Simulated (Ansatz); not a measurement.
# A computed series for HfN: response to strain

The reference is HfN in the rock salt structure (space group Fm-3m, No. 225; a = 4.502 Å; relaxed with 0.1 eV smearing). Axes: x, y, z lie along the cube axes.

Strains are applied to the cell and any free atomic positions relax; under biaxial strain the out-of-plane vector relaxes too.

The values are results of PBEsol/PAW in Ansatz (a quantum-chemistry and plane-wave program), without spin-orbit coupling, not measurements.

Notes on the quantities. energy relative to the base: free energy F.

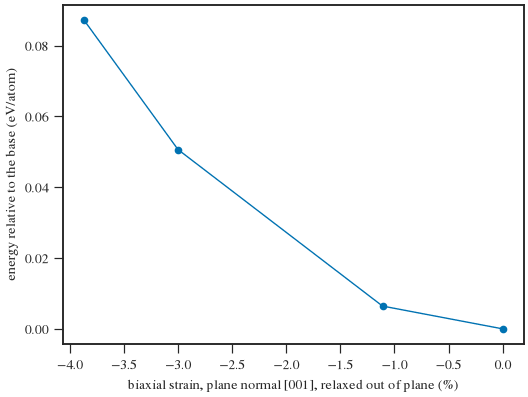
Figure. Energy relative to the base against biaxial strain, plane normal [001], relaxed out of plane

Task: From the plot, what is the energy relative to the base for biaxial strain −3.00 %, plane normal [001], relaxed out of plane?

Result: About 0.051 eV/atom.

Task: Is the trend monotonic over the range shown?

Result: Yes, it falls throughout, spanning 0 meV/atom to +87 meV/atom.

Whether these cells are dynamically stable was not tested. The final runs are not spin-polarised. An odd electron count without spin: HfN.
